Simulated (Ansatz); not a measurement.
Nudged elastic band, with input and output: ZrNH₂Cl₂F₂ (part 2 of 2)

Continued. System: ZrNH₂Cl₂F₂, multiplicity 2. Method: UHF/def2-SVP (Ansatz 0.2.0). It belongs to a series of runs on one base structure; here: band between the two ends.

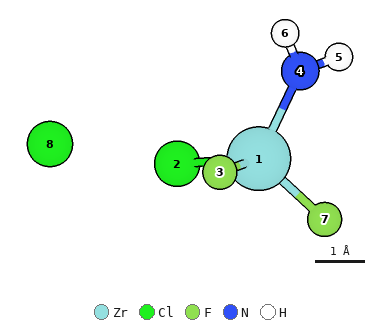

Figure 1. The structure as given in the input (ball-and-stick view, seen at a tilt; atoms are numbered from 1 in the order of the input). Sticks mark near contacts.

**The last band as extended XYZ, continued**
```
8
Properties=species:S:1:pos:R:3:forces:R:3 image=2 energy=-33192.12880
Zr   -0.0300    0.0593   -0.0456   -0.0028   0.0087   0.0036
Cl   -0.0730    0.0954    2.3485    0.0012  -0.0021  -0.0255
F     1.7855    0.1237   -0.6183   -0.0129   0.0063  -0.0250
N    -0.9681    1.6844   -0.7703   -0.0067  -0.0068  -0.0051
H    -1.9537    1.7548   -0.9656    0.0066  -0.0064  -0.0132
H    -0.5444    2.5792   -0.9546    0.0086  -0.0060  -0.0130
F    -0.9791   -1.4809   -0.6417    0.0010   0.0145  -0.0264
Cl    0.0750   -0.1559    5.6480    0.0049  -0.0082   0.1045
8
Properties=species:S:1:pos:R:3:forces:R:3 image=3 energy=-33191.60470
Zr   -0.0134    0.0291   -0.0940   -0.1563   0.2605   2.0001
Cl   -0.0835    0.1259    2.4698   -0.0154   0.0562  -2.7133
F     1.8607    0.0811   -0.4731   -0.4644  -0.0143  -0.1965
N    -0.9676    1.6874   -0.7703    0.1354  -0.2330   0.0650
H    -1.9642    1.7974   -0.8986    0.1180  -0.1783  -0.0124
H    -0.5611    2.6058   -0.8837    0.0933  -0.1891  -0.0153
F    -0.9890   -1.5682   -0.4863    0.2414   0.3922  -0.1982
Cl    0.0302   -0.0984    5.1366    0.0480  -0.0942   1.0707
8
Properties=species:S:1:pos:R:3:forces:R:3 image=4 energy=-33188.69572
Zr    0.0093   -0.0084   -0.4268   -0.0184   0.0244   0.0092
Cl   -0.0761    0.1069    2.9113   -0.0056   0.0113  -0.0554
F     1.9342    0.0841   -0.4481    0.0251  -0.0022   0.0025
N    -0.9909    1.7298   -0.7746    0.0005  -0.0040  -0.0105
H    -1.9858    1.8357   -0.8876   -0.0039  -0.0057   0.0047
H    -0.5779    2.6428   -0.8722    0.0063   0.0080   0.0010
F    -1.0330   -1.6292   -0.4613   -0.0097  -0.0213   0.0006
Cl    0.0324   -0.1017    4.9597    0.0057  -0.0106   0.0479
8
Properties=species:S:1:pos:R:3:forces:R:3 image=5 energy=-33188.75496
Zr    0.0451   -0.0569   -0.6831    0.0026  -0.0013  -0.0085
Cl   -0.3768    0.6105    3.3123   -0.0118   0.0196   0.0183
F     1.9694    0.0538   -0.5356    0.0004  -0.0019  -0.0032
N    -0.9840    1.7070   -0.7935    0.0066  -0.0126  -0.0023
H    -1.9842    1.8113   -0.8435   -0.0009   0.0058   0.0005
H    -0.5836    2.6303   -0.8246   -0.0041   0.0032   0.0005
F    -0.9989   -1.6803   -0.5760    0.0008  -0.0019  -0.0031
Cl    0.2251   -0.4157    4.9445    0.0066  -0.0110  -0.0022
8
Properties=species:S:1:pos:R:3:forces:R:3 image=6 energy=-33188.77346
Zr    0.0425   -0.0578   -0.5760    0.0001  -0.0012   0.0031
Cl   -0.5862    0.9186    3.6768   -0.0039   0.0062   0.0097
F     1.9673    0.0460   -0.4217   -0.0013   0.0003   0.0046
N    -0.9749    1.6983   -0.8250    0.0026  -0.0017  -0.0025
H    -1.9728    1.8039   -0.9066    0.0000   0.0005  -0.0021
H    -0.5694    2.6172   -0.8949   -0.0014   0.0002  -0.0021
F    -1.0041   -1.6784   -0.4428    0.0006   0.0013   0.0045
Cl    0.4097   -0.6878    4.3907    0.0035  -0.0057  -0.0153
8
Properties=species:S:1:pos:R:3:forces:R:3 image=7 energy=-33188.79151
Zr    0.0244   -0.0267   -0.3893    0.0000   0.0008   0.0031
Cl   -0.5940    0.9327    3.9016    0.0001  -0.0009   0.0036
F     1.9361    0.1031   -0.1245   -0.0005   0.0010   0.0044
N    -0.9673    1.6853   -0.9044   -0.0021   0.0005  -0.0015
H    -1.9584    1.7775   -1.0556    0.0008  -0.0005  -0.0021
H    -0.5566    2.5931   -1.0487    0.0014  -0.0005  -0.0022
F    -1.0388   -1.6231   -0.1385   -0.0005   0.0010   0.0050
Cl    0.4668   -0.7819    3.7598    0.0008  -0.0013  -0.0103
8
Properties=species:S:1:pos:R:3:forces:R:3 image=8 energy=-33188.79686
Zr   -0.0451    0.0955   -0.2117   -0.0060   0.0164  -0.0064
Cl   -0.3931    0.7432    4.1368   -0.0005   0.0040   0.0032
F     1.8369    0.2985    0.1892    0.0007   0.0021   0.0003
N    -0.9746    1.6837   -1.1034   -0.0254  -0.0166  -0.0023
H    -1.9421    1.7316   -1.3796    0.0246  -0.0067   0.0090
H    -0.5494    2.5615   -1.3517    0.0096   0.0092  -0.0010
F    -1.1283   -1.4715    0.1270   -0.0038  -0.0043   0.0003
Cl    0.5078   -0.9825    3.5939    0.0008  -0.0040  -0.0031
```

The run was set up as follows.

**Input**
```yaml
crystal:
  periodic: [false, false, false]
  atoms:
    - { symbol: Zr, position_ang: [-0.013973, 0.00862, -0.12747] }
    - { symbol: Cl, position_ang: [0.005037, -0.166389, 2.265458] }
    - { symbol: F, position_ang: [1.780515, 0.136587, -0.751044] }
    - { symbol: "N", position_ang: [-0.968942, 1.677234, -0.719817] }
    - { symbol: H, position_ang: [-1.954697, 1.763116, -0.907812] }
    - { symbol: H, position_ang: [-0.543391, 2.579463, -0.858268] }
    - { symbol: F, position_ang: [-0.966783, -1.474964, -0.846505] }
    - { symbol: Cl, position_ang: [-0.025565, 0.136332, 5.945859] }
magnetization:
  spin_polarized: true
  initial_magnetization: 1
basis:
  gaussian: { orbitals: def2-SVP }
hamiltonian:
  xc: hf
neb:
  order_check: false
  images: 7
  f_tol: 0.05
  max_iterations: 60
  final_atoms:
    - { symbol: Zr, position_ang: [-0.04509647, 0.09545072, -0.21172517] }
    - { symbol: Cl, position_ang: [-0.39305134, 0.74319694, 4.13681828] }
    - { symbol: F, position_ang: [1.83688951, 0.29853465, 0.18921656] }
    - { symbol: "N", position_ang: [-0.97457583, 1.68368822, -1.10337251] }
    - { symbol: H, position_ang: [-1.9420767, 1.73157898, -1.37961706] }
    - { symbol: H, position_ang: [-0.5493709, 2.56153034, -1.35174011] }
    - { symbol: F, position_ang: [-1.12834904, -1.47145882, 0.12696395] }
    - { symbol: Cl, position_ang: [0.50783176, -0.98252202, 3.59385706] }
  initial_path:
    images:
      - { positions_ang: [[-0.013973, 0.00862, -0.12747], [0.005037, -0.166389, 2.265458], [1.780515, 0.136587, -0.751044], [-0.968942, 1.677234, -0.719817], [-1.954697, 1.763116, -0.907812], [-0.543391, 2.579463, -0.858268], [-0.966783, -1.474964, -0.846505], [-0.025565, 0.136332, 5.945859]] }
      - { positions_ang: [[-0.01056406, 0.00678981, -0.09603634], [0.00408522, -0.12630631, 2.39115711], [1.80198361, 0.10315996, -0.72880542], [-0.98707774, 1.7096113, -0.72292613], [-1.98146022, 1.76043401, -0.93448943], [-0.537778, 2.61649216, -0.8438766], [-0.9584525, -1.50936253, -0.80107788], [-0.01853532, 0.0991806, 5.7364557]] }
      - { positions_ang: [[-0.00715512, 0.00495963, -0.06460268], [0.00313344, -0.08622362, 2.51685621], [1.82345223, 0.06973293, -0.70656685], [-1.00521348, 1.7419886, -0.72603526], [-2.00822344, 1.75775202, -0.96116686], [-0.53216499, 2.65352132, -0.8294852], [-0.950122, -1.54376107, -0.75565076], [-0.01150564, 0.06202919, 5.5270524]] }
      - { positions_ang: [[-0.00374618, 0.00312944, -0.03316902], [0.00218166, -0.04614093, 2.64255532], [1.84492084, 0.03630589, -0.68432827], [-1.02334922, 1.7743659, -0.72914439], [-2.03498666, 1.75507003, -0.98784429], [-0.52655199, 2.69055048, -0.8150938], [-0.9417915, -1.5781596, -0.71022364], [-0.00447596, 0.02487779, 5.3176491]] }
      - { positions_ang: [[-0.00033724, 0.00129926, -0.00173536], [0.00122988, -0.00605825, 2.76825442], [1.86638946, 0.00287886, -0.66208969], [-1.04148495, 1.8067432, -0.73225352], [-2.06174988, 1.75238804, -1.01452172], [-0.52093898, 2.72757964, -0.8007024], [-0.933461, -1.61255814, -0.66479652], [0.00255372, -0.01227361, 5.1082458]] }
      - { positions_ang: [[-0.01152705, 0.02483712, -0.05423281], [-0.09734043, 0.18125555, 3.11039539], [1.85901447, 0.0767928, -0.44926313], [-1.02475767, 1.77597946, -0.82503327], [-2.03183158, 1.74718577, -1.10579556], [-0.52804696, 2.68606731, -0.93846183], [-0.98218301, -1.57728331, -0.46685641], [0.12887323, -0.25483571, 4.72964861]] }
      - { positions_ang: [[-0.02271686, 0.04837499, -0.10673026], [-0.19591073, 0.36856935, 3.45253635], [1.85163948, 0.15070675, -0.23643657], [-1.00803039, 1.74521571, -0.91781302], [-2.00191329, 1.74198351, -1.19706939], [-0.53515494, 2.64455499, -1.07622125], [-1.03090502, -1.54200848, -0.26891629], [0.25519274, -0.49739782, 4.35105143]] }
      - { positions_ang: [[-0.03390666, 0.07191285, -0.15922772], [-0.29448103, 0.55588315, 3.79467732], [1.8442645, 0.2246207, -0.02361001], [-0.99130311, 1.71445196, -1.01059277], [-1.97199499, 1.73678124, -1.28834322], [-0.54226292, 2.60304266, -1.21398068], [-1.07962703, -1.50673365, -0.07097617], [0.38151225, -0.73995992, 3.97245424]] }
      - { positions_ang: [[-0.04509647, 0.09545072, -0.21172517], [-0.39305134, 0.74319694, 4.13681828], [1.83688951, 0.29853465, 0.18921656], [-0.97457583, 1.68368822, -1.10337251], [-1.9420767, 1.73157898, -1.37961706], [-0.5493709, 2.56153034, -1.35174011], [-1.12834904, -1.47145882, 0.12696395], [0.50783176, -0.98252202, 3.59385706]] }
```

Command:
```bash
ansatz run input.yaml --threads 4 --pin off --max-ram 5120MiB --backend cpu --events-out ev --progress --plain --runs-dir out
```

**Summary**

```csv
quantity,value
outcome,converged
"barrier, forward",3.452 eV
"barrier, backward",0.101 eV
hardware,"4 threads of Arm Neoverse V2, 24 GiB of memory available, shared host"
wall time,11 min (CPU time 42 min)
peak memory,0.41 GiB
```

The order of the saddle point was not checked.
